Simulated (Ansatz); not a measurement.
H$_{4}$OSi···H$_{3}$Si···H

Input file:

```
crystal:
  periodic: [false, false, false]
  atoms:
    - {symbol: Si, position_ang: [-0.295042, -0.936598, 0.014697]}
    - {symbol: Si, position_ang: [0.503009, 1.465909, -0.206707]}
    - {symbol: H, position_ang: [0.026604, -1.030004, -1.425965]}
    - {symbol: H, position_ang: [-0.284979, -0.608937, 1.466479]}
    - {symbol: O, position_ang: [-1.773912, -1.674994, -0.100063]}
    - {symbol: H, position_ang: [1.271121, -0.196190, 0.096624]}
    - {symbol: H, position_ang: [1.324971, -1.221084, 0.248798]}
    - {symbol: H, position_ang: [1.057117, 2.124793, 1.006997]}
    - {symbol: H, position_ang: [1.313027, 1.827299, -1.400799]}
    - {symbol: H, position_ang: [-0.871122, 2.007224, -0.417462]}
    - {symbol: H, position_ang: [-2.270694, -1.757419, 0.717401]}
basis:
  gaussian: {orbitals: def2-TZVPP}
hamiltonian: {xc: pbe0, dispersion: d4}
output: {orbitals: {seedname: orbitals}}
```

Command:

```sh
ansatz run in.yaml --threads 4 --pin off --events-out ev --progress --plain --max-ram 9574MiB
```

A transition-state structure; geometry: PBE0-D4/def2-TZVP.

Method: RKS PBE0-D4/def2-TZVPP in Ansatz.

Predict the electron density and electron localisation function between the atoms.

H6···H7 (1.04 Å): the density falls to about 0.91 e/Å³ on the way; the ELF is about 0.95 at the midpoint.
Si–O (1.66 Å): ρ is about 1.1 e/Å³ halfway; the ELF peaks at about 0.90 between the atoms: a shared but strongly polarised pair.
Si–H (1.49 Å): the density is about 0.78 e/Å³ at the midpoint; the ELF climbs to about 1 towards the hydrogen, as it does in any bond to H.

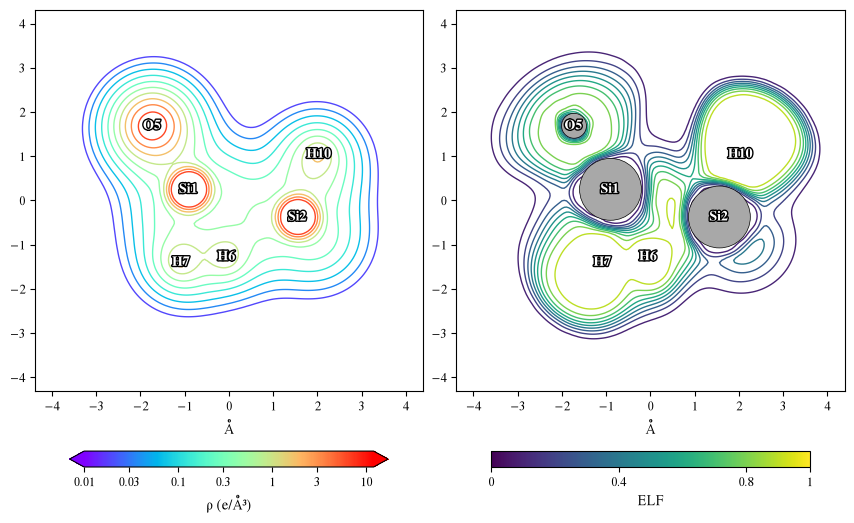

Computed electron density and electron localisation function on the plane of atoms O5, Si1 and H7, in this order. Grey discs cover the atomic cores in the ELF map. 
